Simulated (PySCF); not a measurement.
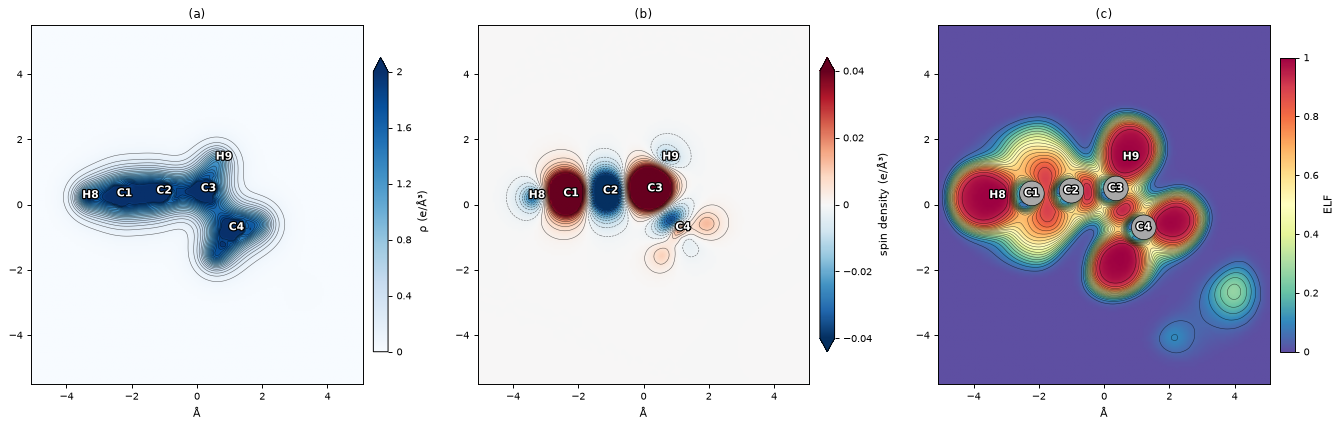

C$_{4}$H$_{9}$P$_{2}$Si (doublet). (a) total electron density; (b) spin density; (c) ELF on the plane of atoms C2, C3 and C4. Grey discs cover the atomic cores in the ELF map.

Geometry: GFN2-xTB.

Level of theory: UKS B3LYP, pcH-1 on C H P Si, non-relativistic, mean-field spin-orbit, GIAO in PySCF 2.14.0, density-fitted response routines.

```xyz
16

C     3.3721   -0.8651   -0.5475
C     2.5218   -0.4159    0.1963
C     1.5709    0.0535    1.0536
C     0.3044   -0.6485    1.2936
Si   -1.0084    0.0991    0.0801
P    -3.0427   -0.6812    0.6789
P    -0.9215    2.3167    0.4613
H     4.1109   -1.2373   -1.1913
H     1.7088    1.0264    1.5031
H    -0.0467   -0.4896    2.3141
H     0.3992   -1.7180    1.1131
H    -0.6071   -0.2802   -1.2900
H    -3.6372   -0.3783   -0.5325
H    -2.7700   -1.9787    0.2855
H     0.0171    2.5646   -0.5235
H    -1.9792    2.6413   -0.3712
```

Question: Describe what can be read from this map.

Answer:
- Atoms in the plane: C and H.
- C–C (1.22 Å): the density is about 2.4 e/Å³ at the midpoint; the ELF peaks at about 0.85 between the atoms: a short, multiple covalent bond.
- C–H (1.05 Å): the density is about 2.1 e/Å³ at the midpoint; the ELF climbs to about 1 towards the hydrogen, as it does in any bond to H.
- C–C (1.36 Å): ρ at the midpoint is about 1.9 e/Å³; the ELF peaks at about 0.95 between the atoms, as expected for localised, covalent bonding.
- The unpaired spin (1 electron) lies mostly on C3 (about 0.4) and C1 (about 0.3), in electrons by Hirshfeld's partition.
